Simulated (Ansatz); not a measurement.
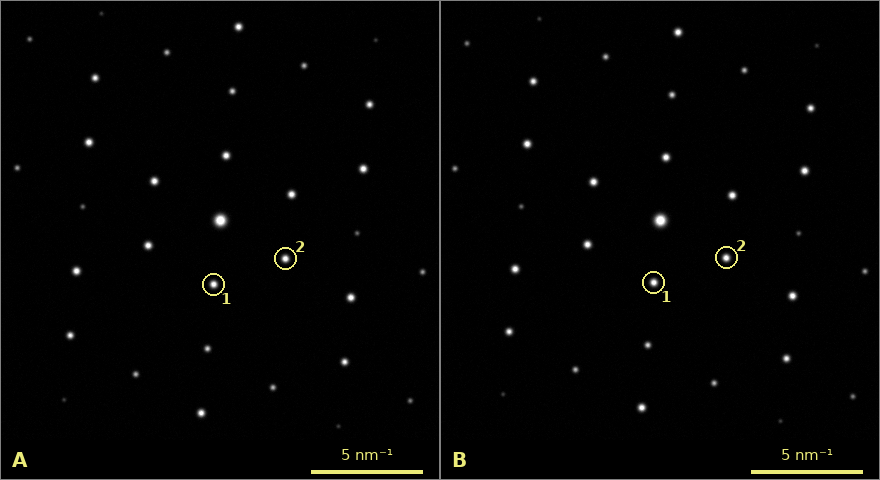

Kinematic electron diffraction patterns (200 kV, B = 0.5 Å², same scale) along [011] of the run's own cell, for the start and the end of one relaxation of MoSe with DFT PBE, scalar-relativistic, plane waves, PAW (Ansatz 0.2.0). k mesh 10×10×6. The start is a generated model structure, and the relaxation ends in the nearest stationary point of its symmetry, not necessarily the ground state. Spot 1 is -1 0 0 and spot 2 is 0 -1 1 in both.

Start structure:

```
Mo Se
1.0
     3.95939    0.00000    0.00000
    -1.97970    3.42893    0.00000
     0.00000    0.00000    5.51842
Mo Se
2 2
Cartesian
  0.0000 0.0000 0.0000
  0.0000 0.0000 2.7592
  0.0000 2.2860 1.3796
  1.9797 1.1430 4.1388
```

> Which pattern belongs to the start structure, and which to the relaxed one?

A is the start: its cell gives d(1) = 3.429 Å, d(2) = 2.912 Å and an angle of 64.9°. B is the relaxed structure, with d(1) = 3.527 Å (+2.9 %), d(2) = 2.901 Å (-0.4 %) and 65.7°.

> Summarise the relaxation behind the change.

The volume changed by -2.2 % to 18.31 Å³ an atom; the fractional coordinates hardly changed; the space group stayed P6_3/mmc (No. 194); the free energy fell by 59 meV an atom. Relaxed cell: a = 4.073 Å, b = 4.073 Å, c = 5.099 Å, α = 90.00°, β = 90.00°, γ = 120.00°.
